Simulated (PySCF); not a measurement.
```xyz
18

C    -3.4337    1.0231   -0.2879
S    -1.6782    0.6470   -0.5950
C    -1.6555   -1.0479   -0.1527
C    -0.5844   -1.8310   -0.2389
Si    1.1086   -1.2715   -0.8255
P     2.0563   -0.1414    0.8613
Si    3.4632    1.2123   -0.2092
H    -3.6685    0.8403    0.7570
H    -3.5740    2.0741   -0.5195
H    -4.0544    0.4132   -0.9382
H    -2.6130   -1.3998    0.2057
H    -0.7020   -2.8573    0.0810
H     1.9469   -2.4476   -1.0741
H     0.9687   -0.4886   -2.0599
H     1.0421    0.7863    0.9749
H     4.5893    0.3924   -0.6530
H     2.8725    1.8916   -1.3654
H     3.9074    2.2111    0.7629
```

Geometry: GFN2-xTB.

Level of theory: PySCF 2.14.0, PBE0/pcSseg-1, SCF density, gas phase, non-relativistic.

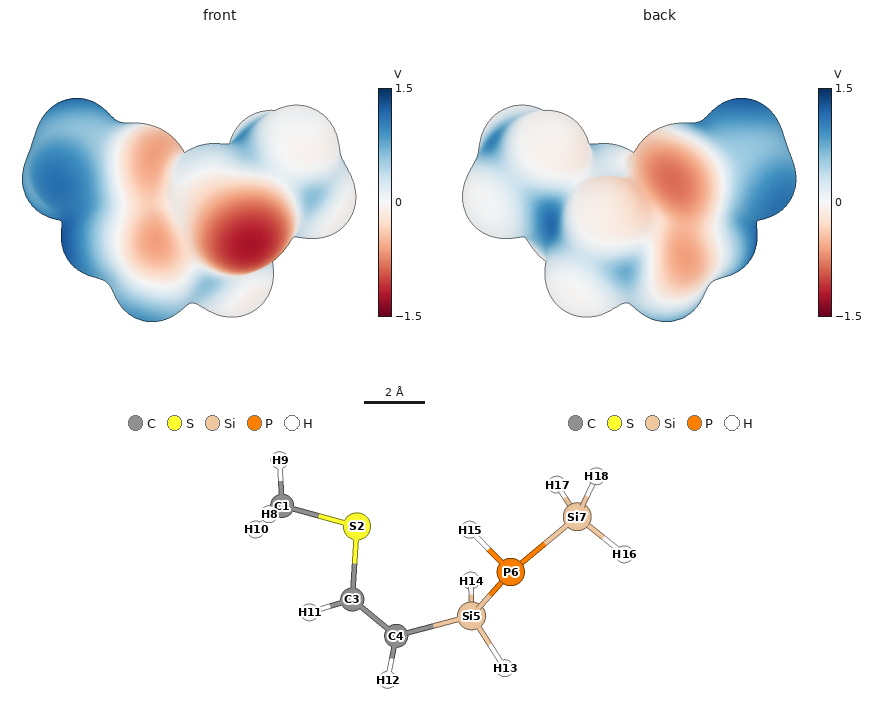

C$_{3}$H$_{11}$PSSi$_{2}$ (SMILES CS/C=C\[SiH2]P[SiH3]). The molecular electrostatic potential painted on the density surface at 0.002 e/bohr³, seen from the front and from behind; the colour scale runs from red (negative) to blue (positive). The bare structure is drawn below in the same view.

> Which sites attract a positive test charge, and which a negative one?

A positive charge is drawn to the negative regions and a negative charge to the positive ones. The most negative region (about −1.2 V, or −28 kcal/mol for a unit charge) lies over P6, the most positive (about +1.2 V, or +28 kcal/mol for a unit charge) over H9 and H11.
